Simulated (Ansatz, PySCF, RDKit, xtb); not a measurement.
# Solving CH4AlO+, step by step, part 2 of 2

Only the formula CH4AlO+ is given (charge +1). Aim: find the structure of lowest free energy at 298.15 K, then its properties.

xtb, Ansatz and PySCF; isolated molecules.

### 11 Putting it together

Energies in kcal/mol from c041; G adds the thermal terms to the CCSD(T)/def2-TZVPP energy. The columns left of the relaxed level are at the tight-binding geometries.

| label | SMILES | spin | GFN2-xTB | HF/STO-3G | r2SCAN-D4/def2-SVP | r2SCAN-D4/def2-TZVP | HF/def2-TZVPP | MP2/def2-TZVPP | CCSD(T)/def2-TZVPP | G | share at equilibrium | T1 |
| --- | --- | --- | --- | --- | --- | --- | --- | --- | --- | --- | --- | --- |
| c041 | [CH3][Al][OH] ‡ | singlet | 0.0 | 0.0 | 0.0 | 0.0 | 0.0 | 0.0 | 0.0 | 0.0 | 100.0 % | 0.012 |
| c684a | C[OH+][Al] | singlet | 46.3 | -14.0 | 27.2 | 25.8 | 17.4 | 24.1 | 18.8 | 21.1 | < 0.1 % | 0.011 |
| c671a | [CH3][O][AlH] ‡ | singlet | 24.4 | 12.1 | 28.7 | 30.1 | 25.6 | 30.2 | 28.7 | 29.5 | < 0.1 % | 0.015 |

‡ marks the bonded skeleton alone, with all bonds drawn single: no Lewis structure was assigned that passes a check against the bond lengths.

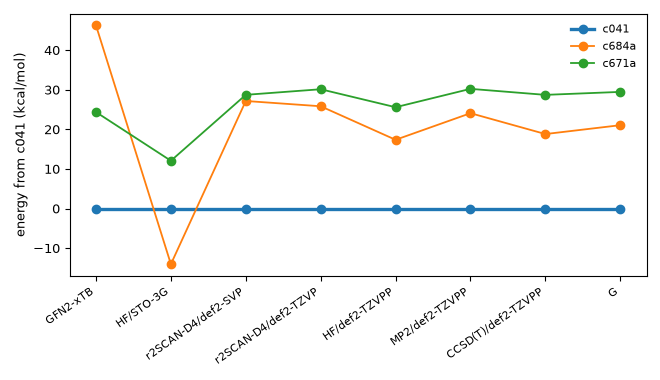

The finalists at each level, measured from c041.

Lowest found: c041, `[CH3][Al][OH]` ‡, a singlet of point group C3v. Bond lengths: C1–Al2 1.900 Å, Al2–O3 1.601 Å, C1–H4 1.093 Å, C1–H5 1.093 Å, C1–H6 1.093 Å, O3–H7 0.955 Å. Angles: C1–Al2–O3 180.0°, Al2–C1–H4 109.6°, Al2–C1–H5 109.6°, Al2–C1–H6 109.6°, Al2–O3–H7 180.0°, H4–C1–H5 109.4°, H4–C1–H6 109.4°, H5–C1–H6 109.4°.

```xyz
7

C    -0.3974   -0.5385   -0.5715
Al   -0.2799    1.0937    0.3947
O    -0.1807    2.4685    1.2085
H    -1.4420   -0.8534   -0.6323
H    -0.0024   -0.3958   -1.5803
H     0.1845   -1.3092   -0.0600
H    -0.1218    3.2885    1.6940
```

‡ marks the bonded skeleton alone, with all bonds drawn single: no Lewis structure was assigned that passes a check against the bond lengths.

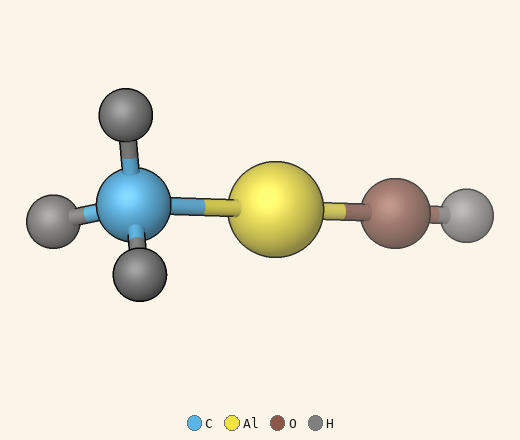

The lowest structure found, seen from a chosen angle (carbon blue, aluminium yellow, oxygen brown, hydrogen grey).

### 12 Density, orbitals and dipole (PBE0/def2-TZVPD)

Input file input.yaml:

```yaml
basis:
  gaussian: {orbitals: def2-TZVPD}
crystal:
  periodic: [false, false, false]
  atoms:
    - symbol: C
      position_ang: [-0.397366, -0.538471, -0.571470]
    - symbol: Al
      position_ang: [-0.279870, 1.093734, 0.394710]
    - symbol: O
      position_ang: [-0.180725, 2.468505, 1.208536]
    - symbol: H
      position_ang: [-1.442018, -0.853353, -0.632268]
    - symbol: H
      position_ang: [-0.002384, -0.395766, -1.580317]
    - symbol: H
      position_ang: [0.184454, -1.309175, -0.059952]
    - symbol: H
      position_ang: [-0.121820, 3.288456, 1.693971]
output: {forces: true, orbitals: {seedname: orbitals}}
total_charge: 1
hamiltonian: {xc: pbe0}
```

Launch:

```sh
$ ansatz run input.yaml --threads 2 --pin off --max-ram 4350MiB --events-out events.jsonl --progress --plain --runs-dir runs
```

Standard output, shortened:

```text
Warning: RAYON_NUM_THREADS=2 ignored (pool sized by the plan → 2); use --threads N
Functional definition: PBE0
  name "PBE0"
[...]
856 factors; their error is unknown
[...]
mean field -9734.98040757 eV, -357.7539313715 hartree, gradient 4.6e-5 eV, S^2 0.000000; 0 other end points of the search recorded, 0 dependent functions left out
[...]
reference -9734.98043932 eV, -357.7539325382 hartree; 15, 15 occupied and 141, 141 virtual orbitals, 856 factors
Total energy: -9734.98043932 eV, -357.7539325382 hartree
Atom 0 at    -0.397366    -0.538471    -0.571470 Å, force    -0.005181    -0.072113    -0.042687 eV/Å
Atom 1 at    -0.279870     1.093734     0.394710 Å, force     0.009094     0.125268     0.074184 eV/Å
Atom 2 at    -0.180725     2.468505     1.208536 Å, force    -0.003370    -0.046013    -0.027241 eV/Å
Atom 3 at    -1.442018    -0.853353    -0.632268 Å, force    -0.014437     0.017512     0.012295 eV/Å
Atom 4 at    -0.002384    -0.395766    -1.580317 Å, force     0.007666     0.024518    -0.002254 eV/Å
Atom 5 at     0.184454    -1.309175    -0.059952 Å, force     0.010521     0.010516     0.021048 eV/Å
Atom 6 at    -0.121820     3.288456     1.693971 Å, force    -0.004293    -0.059687    -0.035346 eV/Å
Dipole moment:    -0.004416    -0.059445    -0.035185 e Å
```

Run time: 2.1 s. Hardware: 2 threads of Arm Neoverse V1, shared host.

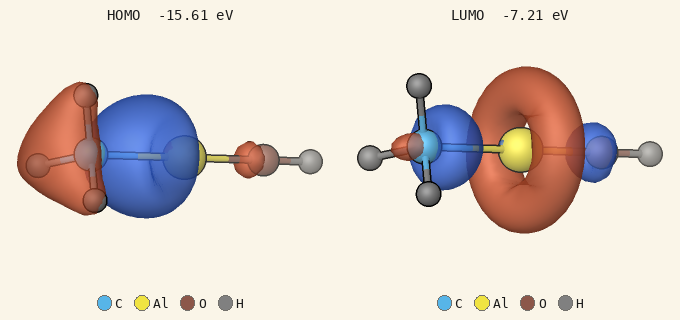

Frontier orbitals of this run, surfaces at ±0.2 Å^-3/2.

### 13 Frequencies after a tight-binding relaxation (GFN2-xTB)

Input file start.xyz:

```xyz
7
c041
C     -0.397366    -0.538471    -0.571470
Al    -0.279870     1.093734     0.394710
O     -0.180725     2.468505     1.208536
H     -1.442018    -0.853353    -0.632268
H     -0.002384    -0.395766    -1.580317
H      0.184454    -1.309175    -0.059952
H     -0.121820     3.288456     1.693971
```

Launch:

```sh
$ xtb start.xyz --gfn 2 --ohess tight --chrg 1
```

Standard output, shortened:

```text
* xtb version 6.7.1
[...]
          :  # basis functions                  22          :
[...]
          :  # electrons                        16          :
[...]
          :  Hamiltonian                  GFN2-xTB          :
[...]
          :  net charge                          1          :
          :  unpaired electrons                  0          :
[...]
   *** convergence criteria satisfied after 13 iterations ***
[...]
   *** GEOMETRY OPTIMIZATION CONVERGED AFTER 5 ITERATIONS ***
[...]
   *** convergence criteria satisfied after 3 iterations ***
[...]
         ::                     SUMMARY                     ::
         :::::::::::::::::::::::::::::::::::::::::::::::::::::
         :: total energy              -8.923816306093 Eh    ::
         :: gradient norm              0.000224709002 Eh/a0 ::
         :: HOMO-LUMO gap              4.070388933601 eV    ::
         ::.................................................::
         :: SCC energy                -9.022797226618 Eh    ::
         :: -> isotropic ES            0.133974396047 Eh    ::
         :: -> anisotropic ES         -0.020161356776 Eh    ::
         :: -> anisotropic XC         -0.013286234782 Eh    ::
         :: -> dispersion             -0.001760836575 Eh    ::
         :: repulsion energy           0.098980920525 Eh    ::
         :: add. restraining           0.000000000000 Eh    ::
         :: total charge               1.000000000000 e     ::
         :::::::::::::::::::::::::::::::::::::::::::::::::::::
[...]
         8        2.0000           -0.6569528             -17.8766 (HOMO)
         9                         -0.5073688             -13.8062 (LUMO)
[...]
     #   Z          covCN         q      C6AA      α(0)
     1   6          3.610    -0.178    24.571     7.158
     2  13          1.576     0.524   187.332    33.625
     3   8          1.541    -0.325    19.534     5.962
     4   1          0.924     0.189     1.155     1.681
     5   1          0.924     0.189     1.155     1.681
     6   1          0.924     0.189     1.155     1.681
     7   1          0.806     0.412     0.463     1.069
[...]
          | TOTAL ENERGY               -8.923816306092 Eh   |
          | TOTAL ENTHALPY             -8.871200929142 Eh   |
          | TOTAL FREE ENERGY          -8.901903800805 Eh   |
          | GRADIENT NORM               0.000224678249 Eh/α |
[...]
```

Wall time 0.07 s (2 threads of Arm Neoverse V1, shared host).

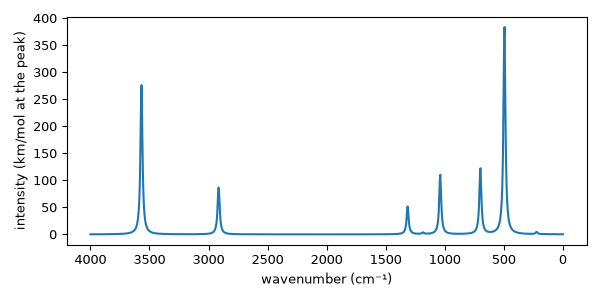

Harmonic infrared spectrum, unscaled, lines broadened by 10 cm⁻¹.

### 14 Electronic excitations (TD-PBE0/def2-SVPD)

An in-house driver calls PySCF's response routines at TD-PBE0/def2-SVPD; it has no typed input.

Standard output:

```text
coarse grid: 6280 points
cycle   1  E = -357.3712479870  dE =  4.113e-01  |g| = 7.407e-01  |ddm| = 4.644e+00
cycle   2  E = -357.1069854713  dE =  2.643e-01  |g| = 1.351e+00  |ddm| = 1.910e+00
cycle   3  E = -357.4809441704  dE = -3.740e-01  |g| = 1.193e-01  |ddm| = 1.067e+00
cycle   4  E = -357.4836717653  dE = -2.728e-03  |g| = 6.088e-02  |ddm| = 1.854e-01
cycle   5  E = -357.4846751929  dE = -1.003e-03  |g| = 5.025e-03  |ddm| = 7.168e-02
cycle   6  E = -357.4846810047  dE = -5.812e-06  |g| = 8.685e-04  |ddm| = 1.076e-02
final grid: 55800 points
cycle   7  E = -357.5397932656  dE = -4.545e-06  |g| = 8.197e-03  |ddm| = 6.047e-02
cycle   8  E = -357.5397721486  dE =  2.112e-05  |g| = 1.294e-02  |ddm| = 1.748e-02
cycle   9  E = -357.5398083414  dE = -3.619e-05  |g| = 9.088e-04  |ddm| = 1.008e-02
cycle  10  E = -357.5398085242  dE = -1.829e-07  |g| = 9.232e-05  |ddm| = 8.959e-04
cycle  11  E = -357.5398085265  dE = -2.322e-09  |g| = 2.089e-05  |ddm| = 1.555e-04
cycle  12  E = -357.5398085267  dE = -1.387e-10  |g| = 2.748e-06  |ddm| = 5.892e-05
converged SCF energy = -357.5398085267

Static polarisability (au): isotropic 34.058, principal 28.600 28.600 44.973

Singlet excitations
state   eV       nm        f      main configurations
  1   6.9538    178.3   0.02287   H-1->L 0.98
  2   6.9541    178.3   0.02286   H-2->L 0.98
  3   7.6816    161.4   0.26126   H->L 0.92
  4   7.9568    155.8   0.00000   H-1->L+1 0.50, H-2->L+2 0.49
  5   7.9941    155.1   0.00003   H-2->L+2 0.49, H-1->L+1 0.48
  6   7.9941    155.1   0.00003   H-1->L+2 0.48, H-2->L+1 0.48
  7   8.3957    147.7   0.14395   H->L+1 0.85, H->L+2 0.09
  8   8.3958    147.7   0.14391   H->L+2 0.85, H->L+1 0.09

Triplet excitations (Tamm-Dancoff, eV): 5.8830 6.5122 6.5126
```

Wall time 3.3 s (2 threads of Arm Neoverse V1, shared host).

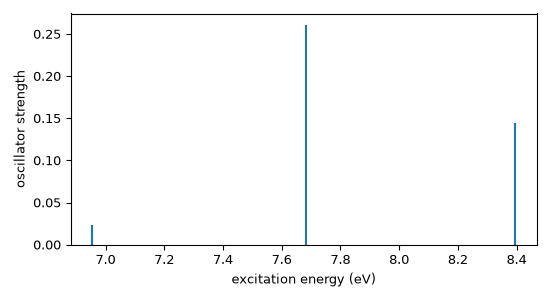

Vertical excitations as sticks.

The roots found:

| excited state | energy (eV) | strength |
| --- | --- | --- |
| 1 | 6.954 | 0.0229 |
| 2 | 6.954 | 0.0229 |
| 3 | 7.682 | 0.2613 |
| 4 | 7.957 | 0.0000 |
| 5 | 7.994 | 0.0000 |
| 6 | 7.994 | 0.0000 |
| 7 | 8.396 | 0.1439 |
| 8 | 8.396 | 0.1439 |

### 15 NMR shieldings (GIAO PBE0/pcSseg-1)

An in-house driver calls PySCF's response routines at GIAO PBE0/pcSseg-1; it has no typed input.

Standard output:

```text
coarse grid: 6280 points
cycle   1  E = -357.5255116517  dE =  4.382e-01  |g| = 7.897e-01  |ddm| = 2.366e+00
cycle   2  E = -357.2365028819  dE =  2.890e-01  |g| = 1.435e+00  |ddm| = 1.222e+00
cycle   3  E = -357.6412721428  dE = -4.048e-01  |g| = 1.339e-01  |ddm| = 7.754e-01
cycle   4  E = -357.6445741513  dE = -3.302e-03  |g| = 6.828e-02  |ddm| = 1.479e-01
cycle   5  E = -357.6457712134  dE = -1.197e-03  |g| = 6.122e-03  |ddm| = 5.197e-02
cycle   6  E = -357.6457785071  dE = -7.294e-06  |g| = 1.157e-03  |ddm| = 4.314e-03
final grid: 55800 points
cycle   7  E = -357.6727893291  dE = -3.490e-06  |g| = 9.392e-03  |ddm| = 1.203e-02
cycle   8  E = -357.6727631795  dE =  2.615e-05  |g| = 1.486e-02  |ddm| = 1.333e-02
cycle   9  E = -357.6728074017  dE = -4.422e-05  |g| = 9.500e-04  |ddm| = 8.008e-03
cycle  10  E = -357.6728075874  dE = -1.857e-07  |g| = 1.252e-04  |ddm| = 6.231e-04
cycle  11  E = -357.6728075914  dE = -4.061e-09  |g| = 2.741e-05  |ddm| = 1.543e-04
cycle  12  E = -357.6728075916  dE = -1.367e-10  |g| = 3.230e-06  |ddm| = 2.946e-05
converged SCF energy = -357.6728075916

GIAO shielding tensors (ppm)
atom      isotropic    diamagn.    paramagn.     s11        s22        s33       span
  0 C      202.005     252.741     -50.736    199.439    199.440    207.134      7.695
  1 Al     468.283     794.072    -325.789    308.556    308.560    787.732    479.176
  2 O      298.619     387.986     -89.367    240.364    240.365    415.127    174.762
  3 H       29.894      27.277       2.616     24.553     26.154     38.973     14.420
  4 H       29.894      27.655       2.239     24.553     26.154     38.973     14.420
  5 H       29.894      28.270       1.624     24.553     26.154     38.973     14.420
  6 H       26.967      29.312      -2.345     18.022     18.022     44.858     26.836
```

Wall time 2.5 s (2 threads of Arm Neoverse V1, shared host).

Isotropic shieldings (absolute, not shifts):

| atoms | shielding (ppm) |
| --- | --- |
| C1 | 202.0 |
| Al2 | 468.3 |
| O3 | 298.6 |
| H4 | 29.89 |
| H5 | 29.89 |
| H6 | 29.89 |
| H7 | 26.97 |

### 16 One electron fewer at the same geometry (PBE0/def2-TZVPD)

Input file input.yaml:

```yaml
crystal:
  periodic: [false, false, false]
  atoms:
    - {symbol: C, position_ang: [-0.397366, -0.538471, -0.571470]}
    - {symbol: Al, position_ang: [-0.279870, 1.093734, 0.394710]}
    - {symbol: O, position_ang: [-0.180725, 2.468505, 1.208536]}
    - {symbol: H, position_ang: [-1.442018, -0.853353, -0.632268]}
    - {symbol: H, position_ang: [-0.002384, -0.395766, -1.580317]}
    - {symbol: H, position_ang: [0.184454, -1.309175, -0.059952]}
    - {symbol: H, position_ang: [-0.121820, 3.288456, 1.693971]}
basis:
  gaussian: {orbitals: def2-TZVPD}
total_charge: 2
magnetization: {spin_polarized: true, initial_magnetization: 1}
hamiltonian: {xc: pbe0}
```

Launch:

```sh
$ ansatz run input.yaml --threads 2 --pin off --max-ram 4350MiB --events-out events.jsonl --progress --plain --runs-dir runs
```

Standard output, shortened:

```text
Warning: RAYON_NUM_THREADS=2 ignored (pool sized by the plan → 2); use --threads N
Functional definition: PBE0
  name "PBE0"
[...]
856 factors; their error is unknown
[...]
mean field -9716.99165885 eV, -357.0928570493 hartree, gradient 3.0e-6 eV, S^2 0.765807; 6 other end points of the search recorded, 0 dependent functions left out
reference -9716.99168790 eV, -357.0928581166 hartree; 15, 14 occupied and 141, 142 virtual orbitals, 856 factors
Total energy: -9716.99168790 eV, -357.0928581166 hartree
```

Wall time 76 s (2 threads of Arm Neoverse V1, shared host); peak memory 0.44 GiB.

Difference from the parent: 17.99 eV.

### 17 One electron more at the same geometry (PBE0/def2-TZVPD)

Input file input.yaml:

```yaml
crystal:
  periodic: [false, false, false]
  atoms:
    - symbol: C
      position_ang: [-0.397366, -0.538471, -0.571470]
    - symbol: Al
      position_ang: [-0.279870, 1.093734, 0.394710]
    - symbol: O
      position_ang: [-0.180725, 2.468505, 1.208536]
    - symbol: H
      position_ang: [-1.442018, -0.853353, -0.632268]
    - symbol: H
      position_ang: [-0.002384, -0.395766, -1.580317]
    - symbol: H
      position_ang: [0.184454, -1.309175, -0.059952]
    - symbol: H
      position_ang: [-0.121820, 3.288456, 1.693971]
basis:
  gaussian:
    orbitals: def2-TZVPD
scf:
  lower_state_search: "off"
hamiltonian:
  xc: pbe0
magnetization:
  spin_polarized: true
  initial_magnetization: 1
```

Launch:

```sh
$ ansatz run input.yaml --threads 2 --pin off --max-ram 4350MiB --events-out events.jsonl --progress --plain --runs-dir runs
```

Standard output, shortened:

```text
Warning: RAYON_NUM_THREADS=2 ignored (pool sized by the plan → 2); use --threads N
Functional definition: PBE0
  name "PBE0"
[...]
856 factors; their error is unknown
[...]
mean field -9740.41838425 eV, -357.9537733285 hartree, gradient 5.1e-6 eV, S^2 0.753753; 0 other end points of the search recorded, 0 dependent functions left out
reference -9740.41843728 eV, -357.9537752772 hartree; 16, 15 occupied and 140, 141 virtual orbitals, 856 factors
Total energy: -9740.41843728 eV, -357.9537752772 hartree
Checks for a lower state left out: stability, starts, cluster_reference, orbital_swaps, neighbouring_geometries, increment
```

Wall time 2.2 s (2 threads of Arm Neoverse V1, shared host).

Parent less the species with the added electron: 5.44 eV.

### 18 The triplet at the same geometry (PBE0/def2-TZVPD)

Input file input.yaml:

```yaml
basis:
  gaussian:
    orbitals: def2-TZVPD
crystal:
  periodic: [false, false, false]
  atoms:
    - {symbol: C, position_ang: [-0.397366, -0.538471, -0.571470]}
    - {symbol: Al, position_ang: [-0.279870, 1.093734, 0.394710]}
    - {symbol: O, position_ang: [-0.180725, 2.468505, 1.208536]}
    - {symbol: H, position_ang: [-1.442018, -0.853353, -0.632268]}
    - {symbol: H, position_ang: [-0.002384, -0.395766, -1.580317]}
    - {symbol: H, position_ang: [0.184454, -1.309175, -0.059952]}
    - {symbol: H, position_ang: [-0.121820, 3.288456, 1.693971]}
total_charge: 1
magnetization:
  spin_polarized: true
  initial_magnetization: 2
hamiltonian:
  xc: {name: PBE0}
```

Launch:

```sh
$ ansatz run input.yaml --threads 2 --pin off --max-ram 4350MiB --events-out events.jsonl --progress --plain --runs-dir runs
```

Standard output, shortened:

```text
Warning: RAYON_NUM_THREADS=2 ignored (pool sized by the plan → 2); use --threads N
Functional definition: PBE0
  name "PBE0"
[...]
856 factors; their error is unknown
[...]
mean field -9729.10837989 eV, -357.5381383344 hartree, gradient 2.1e-6 eV, S^2 2.005562; 7 other end points of the search recorded, 0 dependent functions left out
reference -9729.10842533 eV, -357.5381400044 hartree; 16, 14 occupied and 140, 142 virtual orbitals, 856 factors
Total energy: -9729.10842533 eV, -357.5381400044 hartree
```

It took 2.5 min on 2 threads of Arm Neoverse V1, shared host; peak memory 0.47 GiB.

It lies 5.87 eV above the singlet.

### 19 Stability of the closed-shell solution (PBE0/def2-SVP)

Input file input.xyz:

```xyz
7
CH4AlO
C     -0.397366    -0.538471    -0.571470
Al    -0.279870     1.093734     0.394710
O     -0.180725     2.468505     1.208536
H     -1.442018    -0.853353    -0.632268
H     -0.002384    -0.395766    -1.580317
H      0.184454    -1.309175    -0.059952
H     -0.121820     3.288456     1.693971
```

Input file calc.py:

```python
# [CH3][Al+][OH]
from pyscf import gto, dft

mol = gto.Mole()
mol.atom = 'input.xyz'
mol.charge = 1
mol.basis = 'def2-svp'
mol.verbose = 3
mol.spin = 0
mol.max_memory = 3100
mol.build()

myscf = dft.RKS(mol, xc='pbe0')
myscf = myscf.density_fit(auxbasis='def2-universal-jkfit')
myscf.max_cycle = 100
myscf.grids.level = 3
myscf.kernel()
if not myscf.converged:
    myscf = myscf.newton().run(myscf.mo_coeff, myscf.mo_occ)

e_tot = myscf.e_tot
print('E(%s) = %.9f' % ('PBE0', e_tot))
mo_i, mo_e, stable_i, stable_e = myscf.stability(internal=True, external=True, return_status=True)
print('stable: internal', stable_i, 'external', stable_e)
```

Launch:

```sh
$ OMP_NUM_THREADS=2 python calc.py
```

Standard output:

```text
converged SCF energy = -357.530481297104
E(PBE0) = -357.530481297
<class 'pyscf.df.df_jk.DFRKS'> wavefunction is stable in the internal stability analysis
<class 'pyscf.df.df_jk.DFRKS'> wavefunction is stable in the real -> complex stability analysis
<class 'pyscf.df.df_jk.DFRKS'> wavefunction is stable in the RHF/RKS -> UHF/UKS stability analysis
stable: internal True external True
```

It took 23 s on 2 threads of Arm Neoverse V1, shared host.

### 20 Summary of results

The summary covers parts 1 to 2.

| quantity | value |
| --- | --- |
| lowest structure found | [CH3][Al][OH] ‡, singlet, C3v |
| next finalist | C[OH+][Al], singlet, 21.1 kcal/mol higher in G |
| share at equilibrium, among the finalists | 100.0 % |
| funnel | 21 starts, 14 minima at GFN2-xTB, 7 screening runs, 3 relaxed, 3 ranked |
| CPU time of all runs | 22 min |
| harmonic wavenumbers, lowest and highest (r2SCAN-D4/def2-TZVP) | 126 and 3961 cm⁻¹ |
| rotational constants, same geometry | 5.258, 0.156 cm⁻¹ |
| HOMO energy (PBE0/def2-TZVPD) | -15.61 eV |
| LUMO energy (PBE0/def2-TZVPD) | -7.21 eV |
| HOMO–LUMO gap (PBE0/def2-TZVPD) | 8.40 eV |
| lowest excitation (TD-PBE0/def2-SVPD) | 6.95 eV (f = 0.023) |
| lowest triplet excitation, same level, Tamm-Dancoff | 5.88 eV |
| vertical ionisation energy | 17.99 eV |
| vertical recombination energy (electron added) | 5.44 eV |
| vertical triplet less singlet | +5.87 eV |

The search ends on `[CH3][Al][OH]` ‡. The margin of 21.1 kcal/mol over the next finalist is beyond the usual error of the last level; it says nothing of structures that weren't ranked. GFN2-xTB, r2SCAN-D4/def2-SVP, r2SCAN-D4/def2-TZVP, HF/def2-TZVPP and MP2/def2-TZVPP already put its bonding pattern lowest among the structures in one piece; HF/STO-3G favours the singlet C[OH+][Al]. The largest share of the time went into the vibrations (27 %). Lowest found is not proven lowest: the search is finite, and each finalist counts with one conformer. Patterns outside the rules of the enumeration were met only by chance.

‡ marks the bonded skeleton alone, with all bonds drawn single: no Lewis structure was assigned that passes a check against the bond lengths.
